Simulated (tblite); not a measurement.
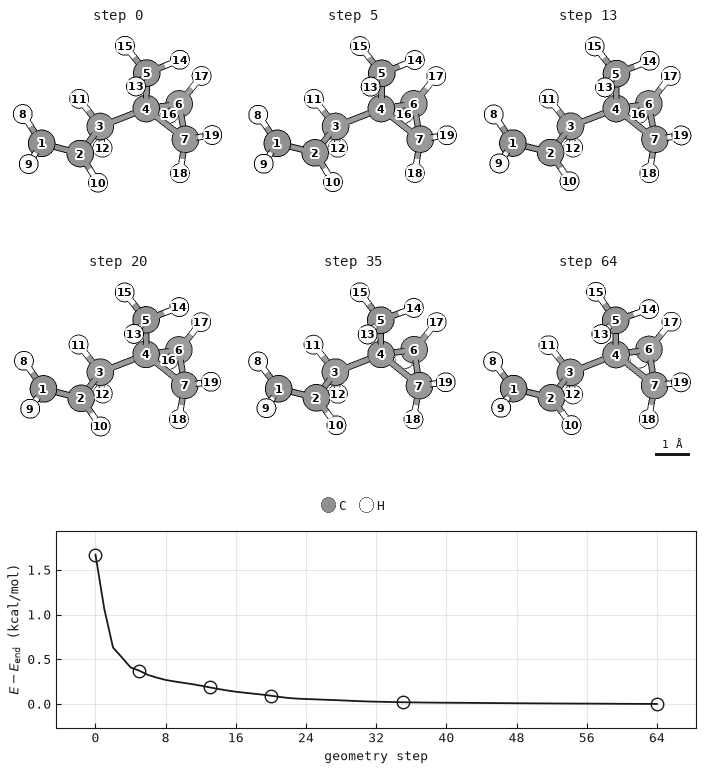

Frames of a relaxation of C7H12, marked on the history of the run. A ball-and-stick model, seen at a tilt.

Level of theory: tblite, GFN2-xTB geometry optimisation, gas phase. 

**What happens along the run?**

The largest move after the best rigid fit is that of H10, 0.16 Å. Largest moves by element: H 0.16 Å, C 0.07 Å. Near-neighbour distances that change, for instance: C1–C2 1.348 → 1.319 Å, C4–C6 1.525 → 1.501 Å, C2–C3 1.510 → 1.497 Å, C1–H8 1.089 → 1.078 Å. The energy falls by 1.67 kcal/mol in 64 geometry steps. From step 0 to 5: C and H atoms move most (0.02 Å), energy −1.30 kcal/mol. From step 5 to 13: H10 moves most (0.05 Å), energy −0.19 kcal/mol. From step 13 to 20: H10 moves most (0.05 Å), energy −0.09 kcal/mol. From step 20 to 35: H9 moves most (0.05 Å), energy −0.07 kcal/mol. From step 35 to 64: H14 moves most (0.05 Å), energy −0.02 kcal/mol.

```json
{"step": "0", "E − E(0), kcal/mol": "0.00"}
{"step": "1", "E − E(0), kcal/mol": "-0.61"}
{"step": "2", "E − E(0), kcal/mol": "-1.04"}
{"step": "3", "E − E(0), kcal/mol": "-1.15"}
{"step": "4", "E − E(0), kcal/mol": "-1.26"}
{"step": "5", "E − E(0), kcal/mol": "-1.30"}
{"step": "6", "E − E(0), kcal/mol": "-1.35"}
{"step": "7", "E − E(0), kcal/mol": "-1.38"}
{"step": "8", "E − E(0), kcal/mol": "-1.40"}
{"step": "9", "E − E(0), kcal/mol": "-1.42"}
{"step": "10", "E − E(0), kcal/mol": "-1.43"}
{"step": "13", "E − E(0), kcal/mol": "-1.49"}
{"step": "16", "E − E(0), kcal/mol": "-1.53"}
{"step": "19", "E − E(0), kcal/mol": "-1.57"}
{"step": "21", "E − E(0), kcal/mol": "-1.59"}
{"step": "24", "E − E(0), kcal/mol": "-1.62"}
{"step": "27", "E − E(0), kcal/mol": "-1.63"}
{"step": "30", "E − E(0), kcal/mol": "-1.64"}
{"step": "33", "E − E(0), kcal/mol": "-1.65"}
{"step": "36", "E − E(0), kcal/mol": "-1.65"}
{"step": "38", "E − E(0), kcal/mol": "-1.66"}
{"step": "41", "E − E(0), kcal/mol": "-1.66"}
{"step": "44", "E − E(0), kcal/mol": "-1.66"}
{"step": "47", "E − E(0), kcal/mol": "-1.66"}
{"step": "50", "E − E(0), kcal/mol": "-1.66"}
{"step": "53", "E − E(0), kcal/mol": "-1.67"}
{"step": "55", "E − E(0), kcal/mol": "-1.67"}
{"step": "58", "E − E(0), kcal/mol": "-1.67"}
{"step": "61", "E − E(0), kcal/mol": "-1.67"}
{"step": "64", "E − E(0), kcal/mol": "-1.67"}
```
